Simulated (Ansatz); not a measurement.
# Response to strain in BN

Take BN in the wurtzite structure (space group P6_3mc, No. 186; a = 2.5545 Å, c = 4.2246 Å) as the base. Axes: x lies along a and z along c of the hexagonal cell.

Strains are applied to the cell and any free atomic positions relax; under biaxial strain the out-of-plane vector relaxes too.

The values are results of Kohn–Sham DFT with the PBE functional, run in Ansatz (an electronic-structure program) with PAW and 420 eV plane waves, no SOC, not measurements.

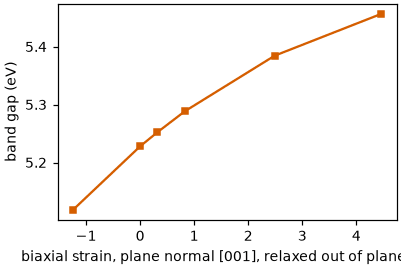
*Band gap against biaxial strain, plane normal [001], relaxed out of plane*

```csv
"biaxial strain, plane normal [001], relaxed out of plane (%)",band gap
-1.24,5.12 eV
0.32,5.25 eV
0.83,5.29 eV
2.49,5.38 eV
4.46,5.46 eV
```

No phonon test of stability was made.
